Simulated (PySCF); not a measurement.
# C₄H₈O₂Si (SMILES C=C[SiH2]OC(C)=O): what the fields show

```xyz
15

C    -2.5197    0.2980    0.0035
C    -2.3924   -0.9125   -0.5514
Si   -0.7526   -1.7174   -0.8970
O     0.3829   -0.5450   -0.3584
C     1.6871   -0.8359   -0.4558
C     2.5663    0.2708    0.0412
O     2.0721   -1.8862   -0.9032
H    -1.6430    0.8902    0.2860
H    -3.5000    0.7472    0.1981
H    -3.3045   -1.4650   -0.8153
H    -0.5614   -1.9726   -2.3513
H    -0.5869   -2.9781   -0.1232
H     2.3203    0.4967    1.0890
H     2.3722    1.1840   -0.5405
H     3.6189   -0.0183   -0.0488
```

Geometry: PBE0-D3(BJ)/def2-SVP.

These are results of PySCF 2.14.0, PBE0/pcSseg-1, SCF density, gas phase, non-relativistic, not measurements.

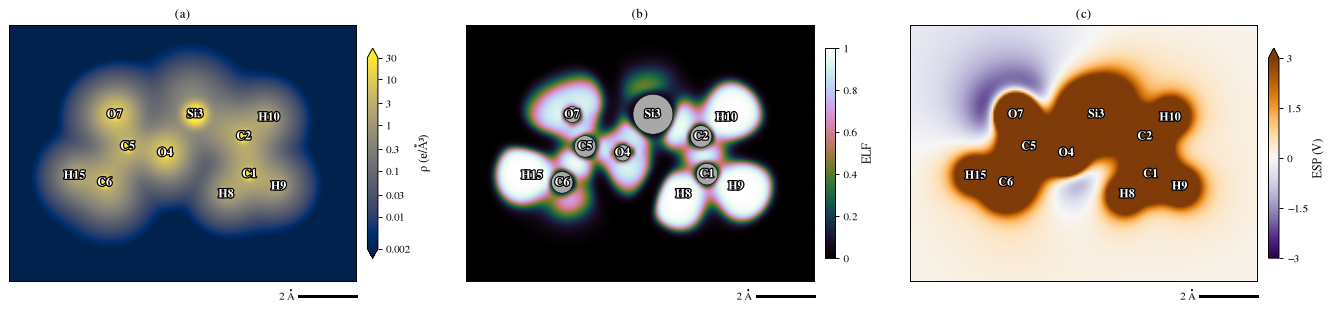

Figure 1. (a) total electron density; (b) ELF; (c) molecular electrostatic potential on the plane of atoms C1, C2 and H10. Grey discs cover the atomic cores in the ELF map.

### Interpret the plot.

- The plane passes through C, Si, O and H nuclei.
- C–O (1.20 Å): the density is about 3.3 e/Å³ at the midpoint; the ELF peaks at about 0.85 between the atoms (a multiple bond).
- C–C (1.34 Å): the density is about 2.2 e/Å³ at the midpoint; the ELF peaks at about 0.95 between the atoms; a short, multiple covalent bond.
- Si–O (1.72 Å): the density is about 0.97 e/Å³ at the midpoint; the ELF peaks at about 0.90 between the atoms: a polar covalent bond.
- C–Si (1.86 Å): the density is about 0.99 e/Å³ at the midpoint; the ELF peaks at about 0.95 between the atoms, as expected for a covalent bond.
- C–H (1.10 Å): ρ at the midpoint is about 2 e/Å³; the ELF climbs to about 1 towards the hydrogen, as it does in any bond to H; an ordinary covalent bond to hydrogen.
- The ELF also peaks beside O4 and O7, away from the bonds: lone-pair regions.
- Outside the dense part of the molecule the potential is most negative (−2.1 V) near O7.

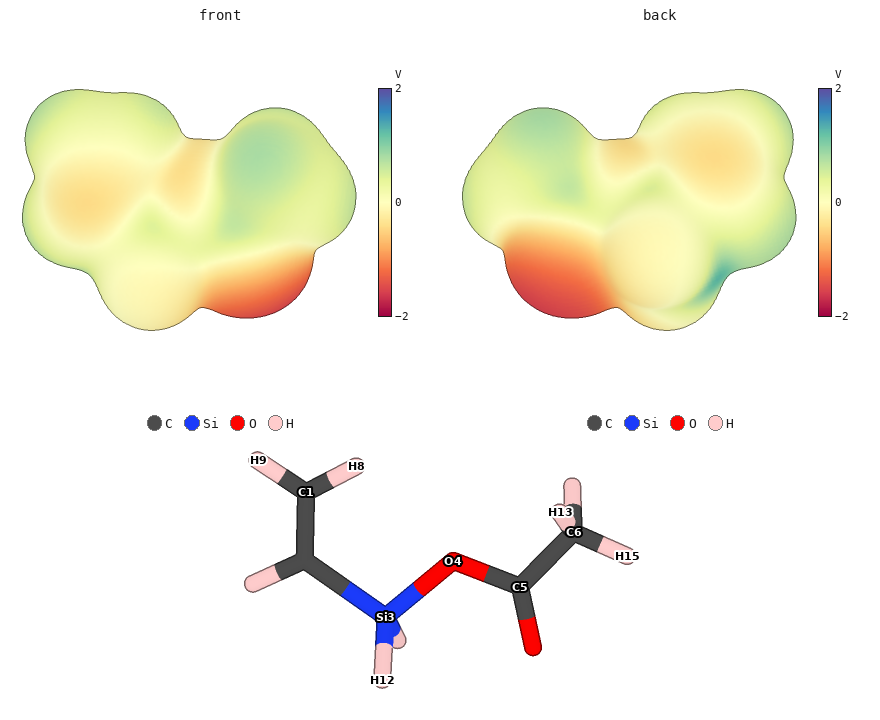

Figure 2. The electrostatic potential painted on the density surface at 0.001 e/bohr³, seen from the front and from behind; red is negative and blue positive. The bare structure is drawn below in the same view.

### Where is the surface potential most negative and most positive?

The most negative region (about −1.5 V) lies over O7, the most positive (about +1.2 V) over Si3. O7 is the likeliest acceptor of a hydrogen bond.

### What dipole moment does the calculation give?

Its dipole moment is 2.45 D.
